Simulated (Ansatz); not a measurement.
A series of calculations on SiH4OCl2

**1. Relaxation**

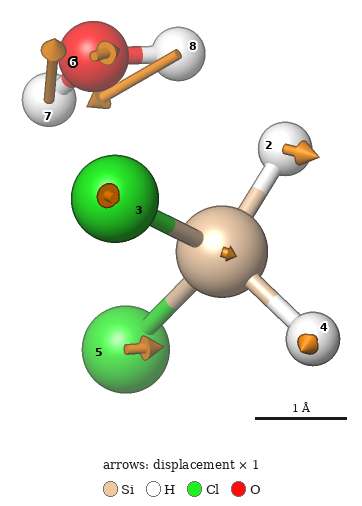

A relaxation of SiH₄OCl₂. The starting structure is drawn; orange arrows show the displacements, at their true length. The two geometries are superimposed by the best rigid fit.

Style: ball-and-stick. Shown from a free direction.

The run prepares an end point of a later path (reaction) calculation, from a guessed geometry.

Method: RKS BLYP-D4/6-31G* in Ansatz 0.2.0. Set-up: no spin polarisation; force threshold 0.03 eV/Å; at most 50 steps.

### Describe the change and its energy.

Over 18 accepted moves (21 points after the start) the energy falls by 18.4 kJ/mol. The largest force component goes from 0.52 to 0.0063 eV/Å. The line search rejected the trial steps at points 8, 15, 17 of the run. The forces were under the threshold at step 16, but the run went on from there. An H atom moves most after the best rigid fit: 1.34 Å. Largest moves by element: H 1.34 Å, Cl 0.47 Å, O 0.46 Å, Si 0.18 Å. Some distances before and after: Cl–Si 2.073 → 2.093 Å, H–O 0.993 → 0.981 Å, H–Si 1.470 → 1.479 Å. Bond angles that change, for instance: H–Si–H 109.6° → 112.4°, Cl–Si–Cl 113.3° → 110.7°. The run took 63 s on 1 thread of Arm Neoverse V1, on a shared host, peak memory 0.12 GiB.

**2. Relaxation**

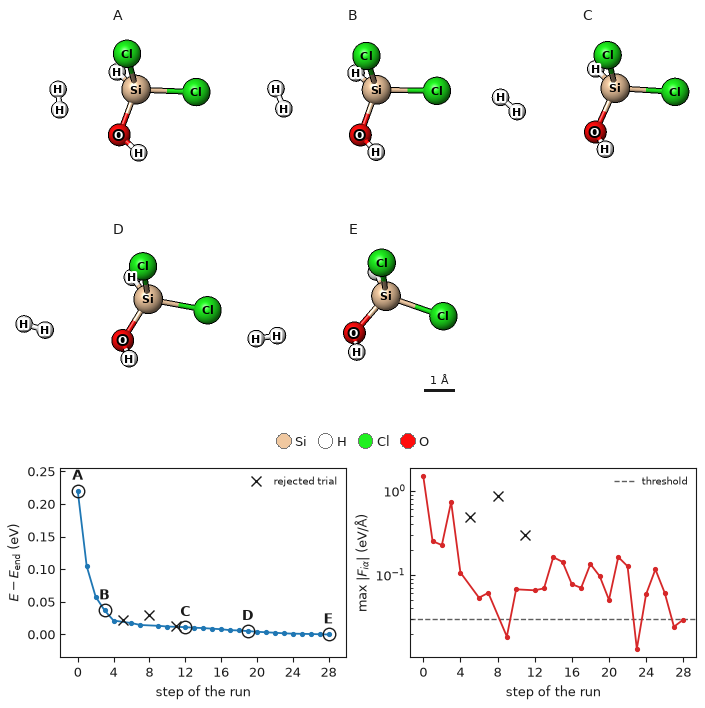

Frames of a relaxation of SiH$_{4}$OCl$_{2}$, marked on the history of the run. A ball-and-stick model, seen face on.

The run prepares an end point of a later path (reaction) calculation, from a guessed geometry.

The calculation used RKS BLYP-D4/6-31G* (Ansatz 0.2.0).

The input:
```yaml
crystal:
  periodic: [false, false, false]
  atoms:
    - { symbol: Si, position_ang: [0.049515, -0.597883, -0.284306] }
    - { symbol: H, position_ang: [0.619637, 0.547856, 2.062333] }
    - { symbol: Cl, position_ang: [1.773106, 0.40013, -0.878659] }
    - { symbol: H, position_ang: [-0.920233, 0.380099, 0.243833] }
    - { symbol: Cl, position_ang: [-0.777919, -1.498222, -1.98037] }
    - { symbol: O, position_ang: [0.358302, -1.775225, 0.860798] }
    - { symbol: H, position_ang: [0.549128, -2.659055, 0.479054] }
    - { symbol: H, position_ang: [0.694965, -0.117199, 2.301716] }
basis:
  gaussian: { orbitals: "6-31G*" }
hamiltonian:
  xc: blyp
  dispersion: d4
relax:
  f_tol: 0.03
  max_steps: 50
output:
  orbitals: {}
```

Command:
```bash
ansatz run input.yaml --threads 1 --pin off --max-ram 2048MiB --backend cpu --events-out ev --progress --plain --runs-dir out
```

Question: What happens along the run?

Answer: Over 25 accepted moves (28 points after the start) the energy falls by 0.220 eV. The largest force component goes from 1.5 to 0.029 eV/Å. The line search rejected the trial steps at points 5, 8, 11 of the run. The forces were under the threshold at step 9, but the run went on from there. The largest move after the best rigid fit is that of H2, 1.77 Å. By element the largest moves are H 1.77 Å, Cl 0.70 Å, O 0.63 Å, Si 0.58 Å. Some distances before and after: H2–H8 0.711 → 0.749 Å, Si1–O6 1.671 → 1.658 Å, Si1–Cl5 2.091 → 2.084 Å, Si1–Cl3 2.078 → 2.083 Å. Among the angles between lasting bonds that change: H4–Si1–O6 110.1° → 106.5°, Si1–O6–H7 113.8° → 117.4°, Cl5–Si1–O6 109.0° → 111.4°. Groups turn about Si1–O6 by about 30°. From step 0 to 3: H2 moves most (0.59 Å), energy −0.184 eV. From step 3 to 12: H2 moves most (0.45 Å), energy −0.026 eV. From step 12 to 19: H2 moves most (0.45 Å), energy −0.006 eV. From step 19 to 28: H2 moves most (0.49 Å), energy −0.005 eV.

```json
{"step": "0", "E − E(0), eV": "0.0000", "largest force component, eV/Å": "1.4835", "note": ""}
{"step": "1", "E − E(0), eV": "-0.1156", "largest force component, eV/Å": "0.2517", "note": ""}
{"step": "2", "E − E(0), eV": "-0.1625", "largest force component, eV/Å": "0.2260", "note": ""}
{"step": "3", "E − E(0), eV": "-0.1835", "largest force component, eV/Å": "0.7366", "note": ""}
{"step": "4", "E − E(0), eV": "-0.1991", "largest force component, eV/Å": "0.1066", "note": ""}
{"step": "5", "E − E(0), eV": "-0.1980", "largest force component, eV/Å": "0.4903", "note": "rejected"}
{"step": "6", "E − E(0), eV": "-0.2029", "largest force component, eV/Å": "0.0535", "note": ""}
{"step": "7", "E − E(0), eV": "-0.2058", "largest force component, eV/Å": "0.0611", "note": ""}
{"step": "8", "E − E(0), eV": "-0.1910", "largest force component, eV/Å": "0.8627", "note": "rejected"}
{"step": "9", "E − E(0), eV": "-0.2071", "largest force component, eV/Å": "0.0185", "note": ""}
{"step": "10", "E − E(0), eV": "-0.2082", "largest force component, eV/Å": "0.0673", "note": ""}
{"step": "11", "E − E(0), eV": "-0.2078", "largest force component, eV/Å": "0.2984", "note": "rejected"}
{"step": "12", "E − E(0), eV": "-0.2092", "largest force component, eV/Å": "0.0655", "note": ""}
{"step": "13", "E − E(0), eV": "-0.2100", "largest force component, eV/Å": "0.0690", "note": ""}
{"step": "14", "E − E(0), eV": "-0.2106", "largest force component, eV/Å": "0.1624", "note": ""}
{"step": "15", "E − E(0), eV": "-0.2114", "largest force component, eV/Å": "0.1425", "note": ""}
{"step": "16", "E − E(0), eV": "-0.2123", "largest force component, eV/Å": "0.0775", "note": ""}
{"step": "17", "E − E(0), eV": "-0.2137", "largest force component, eV/Å": "0.0700", "note": ""}
{"step": "18", "E − E(0), eV": "-0.2142", "largest force component, eV/Å": "0.1344", "note": ""}
{"step": "19", "E − E(0), eV": "-0.2152", "largest force component, eV/Å": "0.0965", "note": ""}
{"step": "20", "E − E(0), eV": "-0.2162", "largest force component, eV/Å": "0.0504", "note": ""}
{"step": "21", "E − E(0), eV": "-0.2170", "largest force component, eV/Å": "0.1628", "note": ""}
{"step": "22", "E − E(0), eV": "-0.2177", "largest force component, eV/Å": "0.1267", "note": ""}
{"step": "23", "E − E(0), eV": "-0.2186", "largest force component, eV/Å": "0.0132", "note": ""}
{"step": "24", "E − E(0), eV": "-0.2191", "largest force component, eV/Å": "0.0589", "note": ""}
{"step": "25", "E − E(0), eV": "-0.2194", "largest force component, eV/Å": "0.1162", "note": ""}
{"step": "26", "E − E(0), eV": "-0.2197", "largest force component, eV/Å": "0.0612", "note": ""}
{"step": "27", "E − E(0), eV": "-0.2200", "largest force component, eV/Å": "0.0241", "note": ""}
{"step": "28", "E − E(0), eV": "-0.2204", "largest force component, eV/Å": "0.0293", "note": ""}
```

Limits of the set-up: the start holds two separate molecules, 2.2 Å apart at their closest, whose relative position is a soft coordinate.

**3. Path**

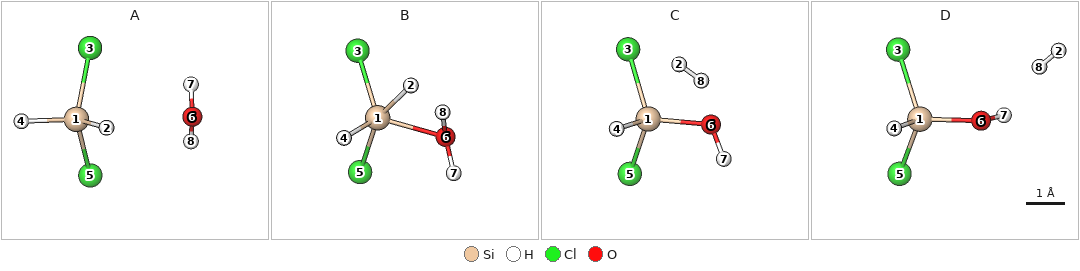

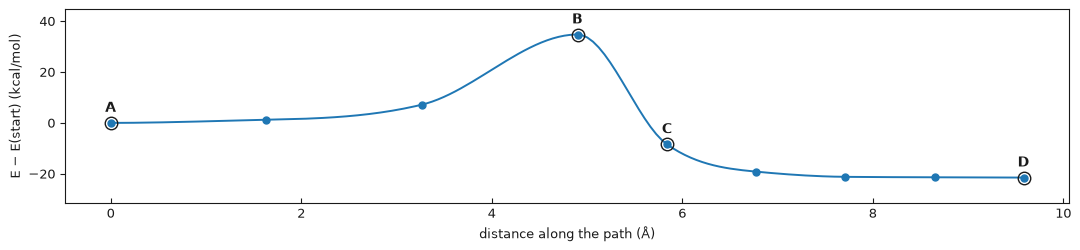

A nudged-elastic-band calculation for SiH4OCl2, made up at the start of SiH₂Cl₂ and H2O. Images are numbered from 0 (start) to 8 (end). Frames A to D are images 0, 3, 4, 8. Style: ball-and-stick. Shown at a tilt.

These are results of RKS BLYP-D4/6-31G* in Ansatz 0.2.0, not measurements. Settings: 7 movable images; climbing image; force threshold 0.05 eV/Å; iteration limit 60; starting path through a guess of the saddle point.

Read off the barrier and say what moves.

Answer. The energy climbs by 34.8 kcal/mol to image 3 and then falls by 56.2 kcal/mol, so the end point sits at −21.5 kcal/mol. Breaking: O6–H8 (0.98 → 1.16 at the top → 2.64 Å), Si1–H2 (1.48 → 1.74 at the top → 4.69 Å). Forming: H2–H8 (3.25 → 1.15 at the top → 0.75 Å), Si1–O6 (3.10 → 1.87 at the top → 1.66 Å). The band is converged. At the top, the vibrational analysis gives one imaginary mode (1353i cm⁻¹), as a transition state must have.

Limits of the set-up: the start holds two separate molecules, 2.8 Å apart at their closest, whose relative position is a soft coordinate.
